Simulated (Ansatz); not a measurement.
C$_{3}$H$_{4}$BF (SMILES FC1=CCB1)

Input file:

```
crystal:
  periodic: [false, false, false]
  atoms:
    - {symbol: F, position_ang: [1.333005, 0.614379, 2.012918]}
    - {symbol: C, position_ang: [0.546065, 0.179319, 1.051886]}
    - {symbol: C, position_ang: [0.840441, -0.079923, -0.247365]}
    - {symbol: C, position_ang: [-0.483359, -0.604034, -0.738107]}
    - {symbol: B, position_ang: [-0.831579, 0.359458, 0.482250]}
    - {symbol: H, position_ang: [1.706851, 0.216385, -0.836420]}
    - {symbol: H, position_ang: [-0.781120, -0.299117, -1.741544]}
    - {symbol: H, position_ang: [-0.616381, -1.673002, -0.595250]}
    - {symbol: H, position_ang: [-1.625321, 1.240337, 0.594532]}
basis:
  gaussian: {orbitals: def2-TZVPP}
hamiltonian: {xc: pbe0, dispersion: d4}
output: {orbitals: {seedname: orbitals}}
```

Command:

```sh
ansatz run in.yaml --threads 2 --pin off --events-out ev --progress --plain --max-ram 4352MiB
```

Geometry: PBE0-D4/def2-TZVP.

These are results of RKS PBE0-D4/def2-TZVPP in Ansatz 0.2.0, not measurements.

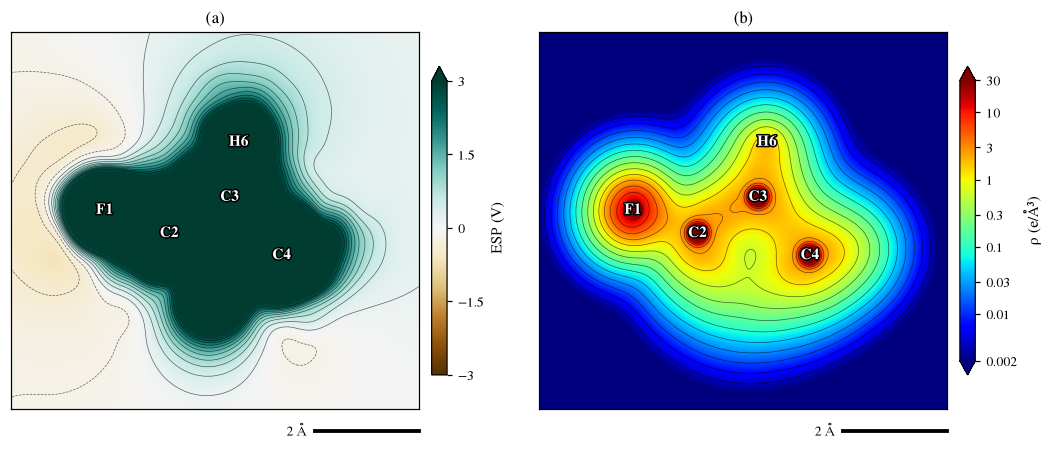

Figure 1. (a) electrostatic potential; (b) total electron density on the plane of atoms C2, C3 and C4.

What does the map show?

Atoms in the plane: F, C and H. C–F (1.32 Å): the density is about 2.5 e/Å³ at the midpoint. C–C (1.36 Å): ρ at the midpoint is about 2.2 e/Å³. C–H (1.09 Å): the density is about 2 e/Å³ at the midpoint. C–C (1.51 Å): the density is about 1.7 e/Å³ at the midpoint. Outside the dense part of the molecule the potential is most negative (−0.7 V) near F1.

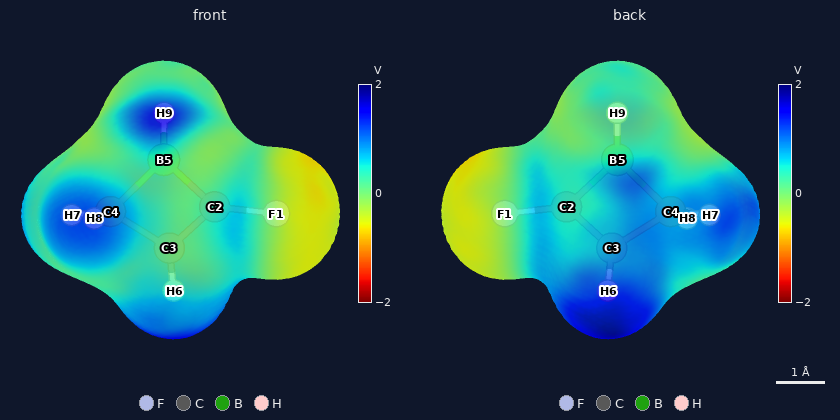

Figure 2. The molecular electrostatic potential painted on the density surface at 0.004 e/bohr³, seen from the front and from behind; red is negative and blue positive.

Describe the electrostatic potential map.

The most negative region (about −0.6 V) lies over F1, the most positive (about +1.8 V) over H6.

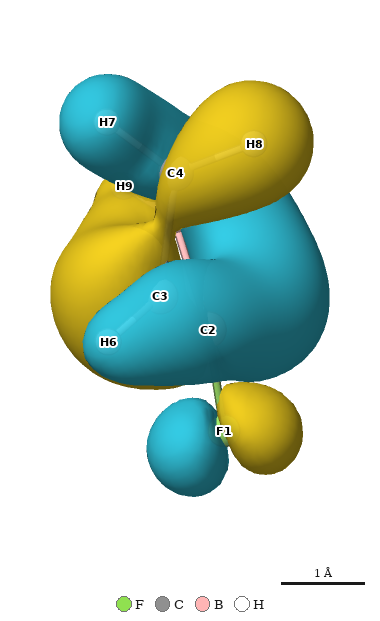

Figure 3. The HOMO at ±0.1 Å⁻³ᐟ² (yellow and cyan are the two phases), seen at an oblique angle.

Where does this orbital lie, and at what energy?

By Hirshfeld shares it lies mainly on C2 (about 30 %), C3 (about 20 %), B5 (about 15 %), C4 (about 10 %), F1 (about 10 %) and H8 (about 5 %). Its energy is −7.82 eV.
